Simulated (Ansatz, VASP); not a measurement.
## NbSi in two plane-wave programs

One calculation is typed for both programs; each brings its own data sets and cutoff. How far apart do they land? The cell is invented: As first built, before any earlier steps moved the atoms: it takes the TaC structure with all of its atoms replaced by other elements, volume scaled by an estimate. It may not be a known or stable phase. The cell comes out of the VASP series on this material, whose earlier steps may have relaxed, scaled or displaced it; both programs get it as it stands.

Program: Ansatz 0.2.0. Level of theory: plane waves, with VASP 6.6.1 beside it; band structure at HSE06. Results are calculated unless marked as measured.

**1. The structure**

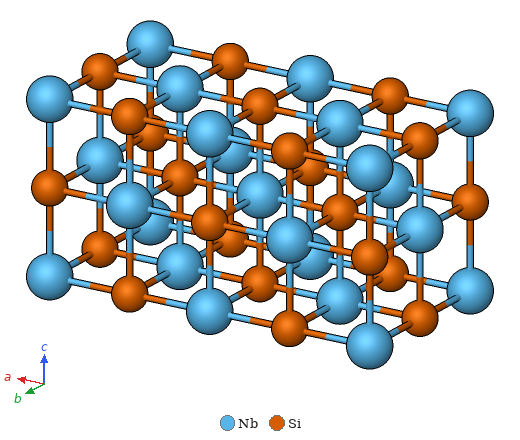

The starting structure, seen from a free direction (niobium blue, silicon orange). 2×1×1 cells are drawn. This picture shows the conventional cell, with its axes. Some periodic images of atoms are drawn too.

Coordinates:

```cif
data_structure
_symmetry_space_group_name_H-M 'P 1'
_symmetry_Int_Tables_number 1
_cell_length_a 3.6363
_cell_length_b 3.6363
_cell_length_c 3.6363
_cell_angle_alpha 60.000
_cell_angle_beta 60.000
_cell_angle_gamma 60.000
_cell_volume 34.00
loop_
_atom_site_label
_atom_site_type_symbol
_atom_site_fract_x
_atom_site_fract_y
_atom_site_fract_z
_atom_site_occupancy
Nb1 Nb 0.00000 0.00000 0.00000 1
Si2 Si 0.50000 0.50000 0.50000 1
```

**2. Ansatz: band structure, HSE06**

Ansatz runs on its default PAW (the set named soft_2) files.

Levels along a path test the potential and the projectors away from the mesh points.

input.yaml reads:

```yaml
crystal:
  lattice:
    - [0.0, 2.5712175395, 2.5712175395]
    - [2.5712175395, 0.0, 2.5712175395]
    - [2.5712175395, 2.5712175395, 0.0]
  atoms:
    - { symbol: Nb, position: [0.0, 0.0, 0.0] }
    - { symbol: Si, position: [0.5, 0.5, 0.5] }
hamiltonian:
  xc: { exchange: pbe, correlation: pbe, exx: { coeff: 0.25, omega: 0.2 } }
  pseudopotentials: { kind: paw }
kpoints:
  mp_grid: { grid: [5, 5, 5] }
  band_path:
    path:
      - [0.0, 0.0, 0.0]
      - [0.5, 0.0, 0.5]
      - [0.5, 0.22222, 0.72222]
      - [0.40278, 0.34722, 0.75]
      - [0.125, 0.125, 0.25]
      - [0.27778, 0.27778, 0.27778]
      - [0.55556, 0.38889, 0.55556]
      - [0.58333, 0.25, 0.66667]
      - [0.5, 0.30556, 0.69444]
      - [0.48611, 0.48611, 0.52778]
      - [0.625, 0.25, 0.625]
      - [0.5, 0.0, 0.5]
    npoints: 1
scf:
  occupations: { method: gaussian, width: 0.02 }
  n_extra_bands: 7
output:
  forces: true
  stress: true
  eigenvalues: true
```

Run with:

```bash
ansatz run input.yaml --threads 4 --pin off --max-ram 9216MiB --backend cpu --events-out ev --progress --plain --runs-dir out
```

Numbers of over 12 decimals in the logs are rounded to 6 here.

Log:

```text
Warning: output.stress: scf.convergence.dr2_threshold = 1e-7 eV (the SCF's general default) is looser than the 2e-10 eV advised for a printed stress (1e-10 eV for each atom of the cell: 2). What an SCF threshold leaves in a stress goes as its square root, and in the free energy as the threshold itself, and one threshold admits the most on a small cell: [figures from the program's tests cut] Set scf.convergence.dr2_threshold to 2e-10 eV or tighter. The threshold is an SCF's pass mark: one that does not reach it within its budget of iterations ends unconverged, or closes short of it on a stop that the run arms, and scf.convergence.dr2_threshold's page says what that costs each kind of run
Warning: output.stress: scf.exx.energy_threshold = 1e-6 eV is looser than the 2e-8 eV advised for a stress under a hybrid functional (1e-8 eV for each atom of the cell: 2). Every SCF of the exchange loop can meet its threshold on dr2 while the loop round them stops early: no threshold on dr2 bounds what that leaves in the stress. Set scf.exx.energy_threshold to 2e-8 eV or tighter. The threshold is the loop's pass mark: a loop that does not reach it within its budget of cycles ends unconverged, and scf.exx.energy_threshold's page has the law
scf.n_extra_bands = 7 over 9 filled bands (N_el = 17.0): the run solves 16 bands
Engine: ansatz 0.2.0, aarch64-unknown-linux-gnu
Pseudopotentials: kind: paw
Pseudopotential: Nb, paw, valence charge 13, recommended cutoff 420 eV (normal), Nb.paw.azcp
Pseudopotential: Si, paw, valence charge 4, recommended cutoff 420 eV (normal), Si.paw.azcp
Functional definition: unnamed
  parameter a_1 = 0.25
  parameter omega_1 = 0.2/angstrom
  exchange = pbe_x + (-a_1)*pbe_x_sr(omega_1) + a_1*exact_x_sr(omega_1)
  correlation = pbe_c
Crystal: 2 atoms, lattice volume = 33.997 Å³
Basis set: ecut = 420 eV, 645 PW (Γ), exchange–correlation on 50×50×50 points (8 copies of the dense FFT grid, shifted against one another)
Bands: 16, of which v1, the nominal top of the filled ones, is band 9 counted from 1 (8 counted from 0)
Symmetry: 48 space group operations
Space group: Fm-3m (ITA 225), of the structure as read, at distance tolerance 3.2e-5 Å
k-points: 10 of 125
Non-local potential: Nb, projectors of the file, l = 0: 3, l = 1: 2, l = 2: 2, l = 3: 1
Non-local potential: Si, projectors of the file, l = 0: 2, l = 1: 2, l = 2: 2
PAW form: soft (Blöchl's): semilocal exchange-correlation on the pseudo side does not see the compensation charge
PAW frozen core: Nb, regenerated for the run's functional, and the local potential with it (the file was generated under x = pbe(κ = 0.804, μ = 0.219515), c = pbe(β = 0.066725))
PAW frozen core: Si, regenerated for the run's functional, and the local potential with it (the file was generated under x = pbe(κ = 0.804, μ = 0.219515), c = pbe(β = 0.066725))
PAW one-centre angular grid: Nb, 590 points (default); XC on 64 Gauss nodes
PAW one-centre angular grid: Si, 110 points (default); XC on 64 Gauss nodes
Initial density: superposition of atomic densities (neutral atoms: chi_scale 0, normalization atom), corrected by the library's trained network
Initial wavefunctions: pseudopotential atomic-orbital guess
Functional: x = pbe(κ = 0.804, μ = 0.219515), c = pbe(β = 0.066725), warm-up for x = pbe(κ = 0.804, μ = 0.219515) + 0.25 (exact − pbe) at short range (hse, ω = 0.2 Å⁻¹), c = pbe(β = 0.066725)
SCF iter   1: F=—  HF=-5188.527477 eV  |F-HF|=—  |Δ(HF+E_count)|=         —  Δρ=6.63e-3  dr2=2.46e-2  ethr=1.77e-3  ⟨swp⟩=10.1  Hψ=742  notcnv=0
preconditioner: auto → none  [insulator: Δε(μ)=0.070 eV  Ē_g=9.478 eV  σ=0.020 eV  W_gap=0.79  n_scr=8 (ndim 8)  ℏωp=19.1 eV  f_vac=0.000  D(μ)=3.90/eV (n_scr^D=58)]
SCF iter   2: F=—  HF=-5188.522681 eV  |F-HF|=—  |Δ(HF+E_count)|=   4.80e-3  Δρ=3.06e-3  dr2=4.77e-3  ethr=1.44e-4  ⟨swp⟩=3.2  Hψ=336  notcnv=0  defer=1
iter 3 solved again at ethr=4.98e-7 eV; its pass at ethr=2.81e-5 eV (dr2=8.46e-5 eV) is discarded
SCF iter   3: F=—  HF=-5188.521819 eV  |F-HF|=—  |Δ(HF+E_count)|=   8.63e-4  Δρ=4.23e-4  dr2=8.52e-5  ethr=4.98e-7  ⟨swp⟩=2.9  Hψ=636  notcnv=0
SCF iter   4: F=—  HF=-5188.521808 eV  |F-HF|=—  |Δ(HF+E_count)|=   1.06e-5  Δρ=1.54e-4  dr2=1.16e-5  ethr=4.98e-7  ⟨swp⟩=2.7  Hψ=269  notcnv=0
SCF iter   5: F=—  HF=-5188.521807 eV  |F-HF|=—  |Δ(HF+E_count)|=   1.61e-6  Δρ=3.26e-5  dr2=5.15e-7  ethr=6.84e-8  ⟨swp⟩=2.0  Hψ=250  notcnv=0
SCF iter   6: F=—  HF=-5188.521807 eV  |F-HF|=—  |Δ(HF+E_count)|=   3.52e-8  Δρ=5.45e-6  dr2=3.50e-9  ethr=3.03e-9  ⟨swp⟩=3.4  Hψ=283  notcnv=0
SCF iter   7: F=—  HF=-5188.521807 eV  |F-HF|=—  |Δ(HF+E_count)|=   1.46e-9  Δρ=1.95e-6  dr2=1.73e-9  ethr=2.06e-11  ⟨swp⟩=3.5  Hψ=305  notcnv=0
SCF iter   8: F=-5188.521807 eV  HF=-5188.521807 eV  |F-HF|=8.00e-11  |Δ(HF+E_count)|=  3.17e-10  Δρ=4.17e-7  dr2=9.64e-11  ethr=1.02e-11  ⟨swp⟩=2.0  Hψ=250  notcnv=0
SCF 1 converged in 8 iterations: F = -5188.521807 eV  dr2 = 9.64e-11
  greatest PAW one-centre occupation: 0.998 electrons in one spin orbital (limit 2), on the Nb atom at site 0 (counted from 0), in its partial waves of l = 0
Initial density: handed on by an earlier stage of this run
Initial wavefunctions: those handed on with the density
Functional: x = pbe(κ = 0.804, μ = 0.219515) + 0.25 (exact − pbe) at short range (hse, ω = 0.2 Å⁻¹), c = pbe(β = 0.066725)
Exchange kernel: α = 0.2500, screened, ω = 0.2000 Å⁻¹, Wigner–Seitz truncation, v(0) = 1120.0039 eV·Å³, q-mesh 5×5×5, nearest image of the exchange supercell L = 18.18 Å, pair-density grid 15×15×15, without the augmentation charges, whose exchange is taken in its separable form by FFT convolution over the k-point mesh (sized by the pseudopotential files, 20×20×20 at the most), smooth part of the exact exchange by density-matrix convolution
Frozen-core exchange: fock
iter 1 solved again at ethr=3.26e-4 eV; its pass at ethr=1.00e-1 eV (dr2=5.55e-2 eV) is discarded
SCF iter   1: F=—  HF=-5191.071773 eV  |F-HF|=—  |Δ(HF+E_count)|=         —  Δρ=1.04e-2  dr2=6.06e-2  ethr=3.26e-4  ⟨swp⟩=3.4  Hψ=669  notcnv=0
preconditioner: auto → none  [insulator: Δε(μ)=0.081 eV  Ē_g=10.788 eV  σ=0.020 eV  W_gap=0.79  n_scr=8 (ndim 8)  ℏωp=19.1 eV  f_vac=0.000  D(μ)=3.89/eV (n_scr^D=58)]
SCF iter   2: F=—  HF=-5191.058801 eV  |F-HF|=—  |Δ(HF+E_count)|=   1.30e-2  Δρ=3.81e-3  dr2=7.19e-3  ethr=3.26e-4  ⟨swp⟩=3.0  Hψ=424  notcnv=0
SCF iter   3: F=—  HF=-5191.056387 eV  |F-HF|=—  |Δ(HF+E_count)|=   2.41e-3  Δρ=1.49e-3  dr2=5.21e-4  ethr=4.07e-5  ⟨swp⟩=3.0  Hψ=354  notcnv=0
SCF iter   4: F=—  HF=-5191.056292 eV  |F-HF|=—  |Δ(HF+E_count)|=   9.54e-5  Δρ=2.80e-4  dr2=1.27e-5  ethr=2.65e-6  ⟨swp⟩=2.6  Hψ=274  notcnv=0
SCF iter   5: F=-5191.056298 eV  HF=-5191.056298 eV  |F-HF|=1.63e-7  |Δ(HF+E_count)|=   5.92e-6  Δρ=6.43e-5  dr2=5.66e-7  ethr=5.38e-8  ⟨swp⟩=3.8  Hψ=335  notcnv=0
SCF 2 stopped early in 5 iterations: F = -5191.056298 eV  dr2 = 5.66e-7
hybrid outer 1: dexx = +4.953e-3 eV, tail = 6.86e-6 eV
Exchange kernel: α = 0.2500, screened, ω = 0.2000 Å⁻¹, Wigner–Seitz truncation, v(0) = 1120.0039 eV·Å³, q-mesh 5×5×5, nearest image of the exchange supercell L = 18.18 Å, pair-density grid 15×15×15, without the augmentation charges, whose exchange is taken in its separable form by FFT convolution over the k-point mesh (sized by the pseudopotential files, 20×20×20 at the most), smooth part of the exact exchange by density-matrix convolution
Frozen-core exchange: fock
SCF iter   1: F=—  HF=-5191.056263 eV  |F-HF|=—  |Δ(HF+E_count)|=         —  Δρ=3.08e-5  dr2=1.26e-7  ethr=2.02e-7  ⟨swp⟩=4.2  Hψ=451  notcnv=0
preconditioner: auto → none  [insulator: Δε(μ)=0.115 eV  Ē_g=10.750 eV  σ=0.020 eV  W_gap=0.79  n_scr=8 (ndim 8)  ℏωp=19.1 eV  f_vac=0.000  D(μ)=3.89/eV (n_scr^D=58)]
SCF iter   2: F=—  HF=-5191.056263 eV  |F-HF|=—  |Δ(HF+E_count)|=   6.07e-8  Δρ=1.51e-5  dr2=3.08e-8  ethr=7.14e-10  ⟨swp⟩=3.0  Hψ=287  notcnv=0
SCF iter   3: F=-5191.056263 eV  HF=-5191.056263 eV  |F-HF|=6.34e-9  |Δ(HF+E_count)|=   3.47e-9  Δρ=3.89e-6  dr2=7.90e-9  ethr=1.79e-10  ⟨swp⟩=2.7  Hψ=267  notcnv=0  defer=1
SCF 3 converged in 3 iterations: F = -5191.056263 eV  dr2 = 7.90e-9
  Residual-converged pass: ⟨swp⟩=3.0  Hψ=316  notcnv=0  max |occ|·‖R‖ = 2.4e-6 eV (tolerance 2.4e-6 eV)  dr2=8.02e-9  dr2_onsite=2.69e-10  max |Δocc| = 1.5e-22
hybrid outer 2: dexx = +8.963e-8 eV, tail = 1.84e-8 eV, Δε = 1.16e-3 eV (about 6.41e-5 eV left of the loop's levels)
NSCF: frozen V_eff on 12 k-points
hybrid SCF converged: 2 outer / 8 inner (+8 warm-up), last move |dexx| = 8.96e-8 eV, tail = 1.84e-8 eV
Stability not checked: this state was not tested for a lower state beside it, because the functional holds exact exchange (a hybrid, or Hartree-Fock), whose exchange loop this test does not read (fock_operator; see scf.lower_state_search)
Free energy (F): -5191.056263 eV
Frozen-core exchange: fock
Harris-Foulkes:  -5191.056263 eV  (|F-HF|=6.34e-9)
Internal energy: -5191.055485 eV  (E = F + TS)
E sigma→0 (E₀):  -5191.055874 eV
Entropy (-TS):   -0.000779 eV (-0.389 meV/atom)
Fermi energy:    13.841465 eV
--- Per-component energies (eV) ---
  E_band       = -126.644464
  E_kinetic    = 434.327162
  E_local      = -898.482399  (includes V_loc(G=0)·N_el)
  E_nonlocal   = 144.254997
  E_hartree    = 294.668466
  E_xc         = -185.949977
  E_vxc        = -207.839516  (∫ρ·V_xc dr)
  E_exx        = -42.030796  (= α·E_x^exact, valence–valence)
  E_paw        = -3591.144402  (= ΣΔE_a)
  E_vpaw       = -104.182498  (= ΣTr[D̂ρ^β])
  E_aug_tail   = 0.000016  (compensation charges beyond the density's cutoff)
  E_ewald      = -1346.221725
  E_core_change = -0.476826  (= ΣΔE_core)
  E_smearing   = -0.000779  (= −TS)
  E_closure    = 0.000001  (closes the sum)
  Σ components = -5191.056263   (vs F -5191.056263, Δ=0.00e0)
--- Forces (eV/Å), atoms counted from 1 ---
  atom   1  Nb    -0.00000000     0.00000000     0.00000000
  atom   2  Si    -0.00000000     0.00000000     0.00000000
  max |Σ_I F_I| component: 1.23e-30 eV/Å
--- Stress (GPa, compression-positive) ---
       -2.852468       0.000000       0.000000
        0.000000      -2.852468      -0.000000
       -0.000000       0.000000      -2.852468
  P = ⅓ Tr σ = -2.8525 GPa (-28.525 kbar)
--- Band table (eV; the first three rows and the last of 10) ---
  k-point 0: bands = [... 5 lower, 12.5834, 12.5834, 12.5834, 13.0177, 13.0177, 16.7091, 16.7091, 16.7091, ... 3 higher]
  k-point 1: bands = [... 5 lower, 11.0488, 11.5607, 11.5607, 13.4772, 13.4772, 16.2836, 19.0156, 19.0156, ... 3 higher]
  k-point 2: bands = [... 5 lower, 8.1359, 10.3301, 10.3301, 15.3083, 15.3083, 16.7255, 19.7504, 21.8001, ... 3 higher]
  k-point 9: bands = [... 5 lower, 9.0944, 9.9953, 10.8358, 15.0328, 16.0268, 16.6043, 17.2275, 19.2418, ... 3 higher]
```

The job ended after 16 s (4 threads of Arm Neoverse V2, shared host; peak memory 0.69 GiB).

[end of part 1 of 2]

[Lines on the potential files, build, host, timing and source positions are cut from VASP's logs without a mark.]

[Logs are printed without paths, hosts, clocks, repeated set-up lines and the standing remarks that a program may print on its own settings, such as how far it seeks lower states.]

[Hosts, paths, dates, database ids (printed as entryN), source tags and the programs' standing remarks are cut or masked in the printed files.]
